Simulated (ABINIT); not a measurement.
# CsPbCl3 (Pm-3m): G0W0 in ABINIT against the screening cutoff in the self-energy, part 2 of 2

How does the gap of CsPbCl3 (Pm-3m) converge in the screening cutoff in the self-energy?

ABINIT 10.8.3; PBE and many-body steps on it, plane waves. Known limits of the many-body steps: not at the basis limit; exchange with frozen shells missing; no spin-orbit coupling; coarse k mesh.

So far. Step 5 (2.8 Ha): The gap on the mesh goes from 1.93 eV to 3.05 eV, a correction of +1.12 eV. Step 6 (4 Ha): Against the run before, the gap moves by +0.106 eV.

## 7. 6 Ha

Level of this step: G0W0 on PBE, plane waves, norm-conserving pseudopotentials (ABINIT).

Input file run.abi:

```
acell 3*1.0 Angstrom
rprim 
  5.605000000000 0.000000000000 0.000000000000
  0.000000000000 5.605000000000 0.000000000000
  0.000000000000 0.000000000000 5.605000000000
ntypat 3
znucl 55 82 17
natom 5
typat 1 2 3 3 3
xred 
  0.000000000000 0.000000000000 0.000000000000
  0.500000000000 0.500000000000 0.500000000000
  0.500000000000 0.500000000000 0.000000000000
  0.000000000000 0.500000000000 0.500000000000
  0.500000000000 0.000000000000 0.500000000000
pp_dirpath "pseudos"
pseudos "Cs.upf, Pb.upf, Cl.upf"
ecut 25
ngkpt 2 2 2
nshiftk 1
shiftk 0 0 0
kptopt 1
chksymbreak 0
istwfk *1
occopt 1
irdwfk 1
optdriver 4
nband 547
gwcalctyp 0
ecutsigx 25
symsigma 1
nkptgw 2
kptgw 
  0.5000000000 0.5000000000 0.5000000000
  0.0000000000 0.0000000000 0.0000000000
bdgw 
  19 25
  20 25
ecuteps 6
irdscr 1
ppmodel 1
indata_prefix "in"
outdata_prefix "out"
tmpdata_prefix "tmp"
```

Started as:

```console
$ OMP_NUM_THREADS=1 mpirun -n 8 abinit run.abi > log
```

What it wrote:

```text
.Version 10.8.3 of ABINIT. v10.8.2 released Aug 2026.

 Symmetries : space group Pm -3 m (#221); Bravais cP (primitive cubic)
[... echo of the input left out ...]
== DATASET  1 ==================================================================
-   mpi_nproc: 8, omp_nthreads: 1 (-1 if OMP is not activated)

--- !DatasetInfo
iteration_state: {dtset: 1, }
dimensions: {natom: 5, nkpt: 4, mband: 547, nsppol: 1, nspinor: 1, nspden: 1, mpw: 7123, }
cutoff_energies: {ecut:  25.0, pawecutdg:  -1.0, }
[...]
Band     E0 <VxcDFT>   SigX SigC(E0)      Z dSigC/dE  Sig(E)    E-E0       E
[...]
24   6.319  -6.633  -2.877  -3.353   0.840  -0.190  -6.294   0.338   6.657
       25   6.319  -6.633  -2.877  -3.353   0.840  -0.190  -6.294   0.338   6.657

== END DATASET(S) ==============================================================
================================================================================

 -outvars: echo values of variables after computation  --------
           etotal      0.0000000000E+00
            nband         547
             nkpt           4
          spgroup         221
 [... the other variables as echoed above ...]

 Calculation completed.
```

The job ended after 70 s (8 MPI ranks of AMD EPYC 9R45, shared host; peak memory 4.4 GiB).

This step gave:

* G0W0 gap on the points computed: 3.226 eV
* starting gap on the mesh: 1.933 eV
* k of the valence top: 0.5, 0.5, 0.5
* k of the conduction bottom: 0.5, 0.5, 0.5
* least direct G0W0 gap on the computed points: 3.226 eV

Against the run before, the gap moves by +0.071 eV.

## 8. 8 Ha

Edit run.abi of step 7 so:

```diff
@@ -38,3 +38,3 @@
   20 25
-ecuteps 6
+ecuteps 8
 irdscr 1
```

What it wrote:

```text
.Version 10.8.3 of ABINIT. v10.8.2 released Aug 2026.

 Symmetries : space group Pm -3 m (#221); Bravais cP (primitive cubic)
[... echo of the input left out ...]
== DATASET  1 ==================================================================
-   mpi_nproc: 8, omp_nthreads: 1 (-1 if OMP is not activated)

--- !DatasetInfo
iteration_state: {dtset: 1, }
dimensions: {natom: 5, nkpt: 4, mband: 547, nsppol: 1, nspinor: 1, nspden: 1, mpw: 7123, }
cutoff_energies: {ecut:  25.0, pawecutdg:  -1.0, }
[...]
Band     E0 <VxcDFT>   SigX SigC(E0)      Z dSigC/dE  Sig(E)    E-E0       E
[...]
24   6.319  -6.633  -2.877  -3.357   0.840  -0.190  -6.298   0.335   6.654
       25   6.319  -6.633  -2.877  -3.357   0.840  -0.190  -6.298   0.335   6.654

== END DATASET(S) ==============================================================
================================================================================

 -outvars: echo values of variables after computation  --------
           etotal      0.0000000000E+00
            nband         547
             nkpt           4
          spgroup         221
 [... the other variables as echoed above ...]

 Calculation completed.
```

Elapsed: 2.8 min, on 8 MPI ranks; peak memory 7.3 GiB.

Numbers from this step:

```
G0W0 gap on the points computed              : 3.255 eV
starting gap on the mesh                     : 1.933 eV
k of the valence top                         : 0.5, 0.5, 0.5
k of the conduction bottom                   : 0.5, 0.5, 0.5
least direct G0W0 gap on the computed points : 3.255 eV
```

Against the run before, the gap moves by +0.029 eV.

## 9. The runs together

Times are wall times on 8 MPI ranks of AMD EPYC 9R45, shared host, good to a factor of about two. A run's time includes the screening step that it read.

| run | mesh | bands | screening cutoff (eV) | DFT gap (eV) | gap on the mesh (eV) | direct (eV) | ε∞ used | time |
| --- | --- | --- | --- | --- | --- | --- | --- | --- |
| 0.8 Ha | 2×2×2 | 547 | 21.8 | 1.933 | 2.814 | 2.814 | 7.21 | 73 s |
| 1.6 Ha | 2×2×2 | 547 | 43.5 | 1.933 | 2.856 | 2.856 | 7.21 | 74 s |
| 2.8 Ha | 2×2×2 | 547 | 76.2 | 1.933 | 3.049 | 3.049 | 7.21 | 78 s |
| 4 Ha | 2×2×2 | 547 | 108.8 | 1.933 | 3.155 | 3.155 | 7.21 | 92 s |
| 6 Ha | 2×2×2 | 547 | 163.3 | 1.933 | 3.226 | 3.226 | 7.21 | 2.3 min |
| 8 Ha | 2×2×2 | 547 | 217.7 | 1.933 | 3.255 | 3.255 | 7.21 | 3.9 min |

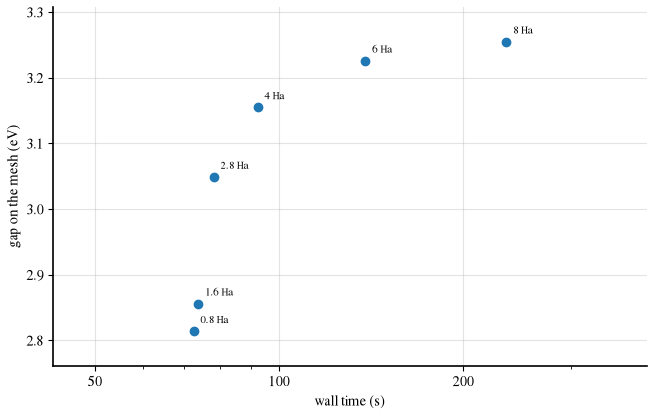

Result against wall time.

## 10. Summary of results

```yaml
0p8_ha: 2.814 eV
1p6_ha: 2.856 eV
2p8_ha: 3.049 eV
4_ha: 3.155 eV
6_ha: 3.226 eV
8_ha: 3.255 eV
known_limits: not at the basis limit; exchange with frozen shells missing; no spin-orbit coupling; coarse k mesh
```

What this shows: The setting moved: screening cutoff in the self-energy. From 0.8 Ha to 8 Ha the gap moves by +0.44 eV, for 3.2 times the time. The last step still moves it by +0.029 eV. Bands and screening cutoff are coupled, so a series along one setting does not show full convergence. Bands and cutoff are finite, so the gap is not at the basis limit. The miss can reach some tenths of an eV and take either sign; the mesh is an error of its own. In the G0W0 runs levels were corrected at 2 k points alone, so a gap called «on the mesh» is the least over those, and an edge elsewhere would be missed. The 2×2×2 mesh is coarse for this cell, which bears on the long-range parts of exchange and screening. Where an edge is built on 6p states of lead, bismuth or thallium, scalar-relativistic gaps usually stand too wide, by a few tenths to over one eV. This is the ideal cubic cell; many perovskites, halides above all, are cubic only on average, and local tilts or off-centring can widen the gap. The norm-conserving file of at least one element keeps a d shell over frozen s and p shells of the same row. Exchange with those shells is missing from the self-energy, an error of 0.3 to 0.9 eV in cases checked, whose sign depends on which edge lies on those atoms. The many-body steps are scalar-relativistic: spin-orbit coupling is not in them.

[Paths, hosts, dates, memory and timing lines, banners, echoed tables and standing remarks are left out of the program output.]

[Logs are printed without paths, hosts, clocks, repeated set-up lines and the standing remarks that a program may print on its own settings, such as how far it seeks lower states.]

[Runs of the session that timed out or met a known fault of the program may be left out.]

[Hosts, paths, dates, database ids (printed as entryN), source tags and the programs' standing remarks are cut or masked in the printed files.]

[G0W0 gaps are taken among the corrected bands and points alone; a level outside them can change the order at an edge.]

[Where Ansatz stands beside ABINIT at settings called matched, ABINIT's density can come from a denser mesh and the files from another edition; pairs whose starting gaps differed by over 0.03 eV were left out, so agreement reads better than it is.]
